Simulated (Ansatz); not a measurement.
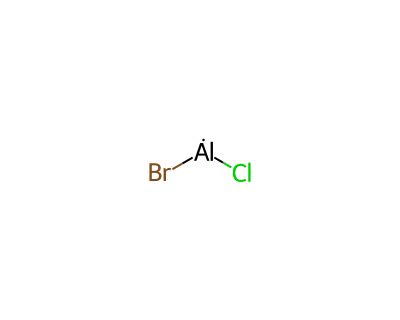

The drawing above gives the connectivity. Charge 0, doublet. The computed structure is the end point of a PBE-D4/def2-SVP optimisation. No frequency run is at hand to confirm it as a minimum.

What does the molecule look like in three dimensions?

It has 3 atoms: 1 aluminium, 1 bromine and 1 chlorine (AlBrCl). SMILES: `[Cl][Al][Br]`. This geometry has Cs symmetry. It is an open-shell species. Coordination: 1 Al bent.

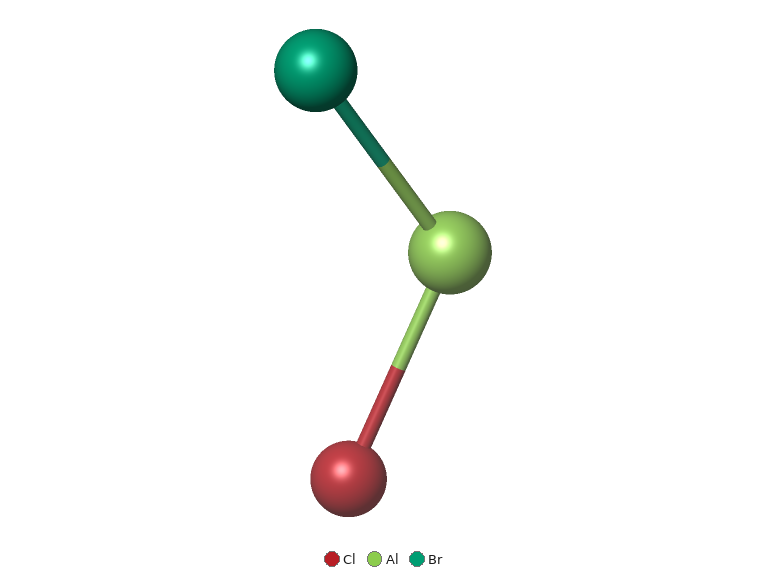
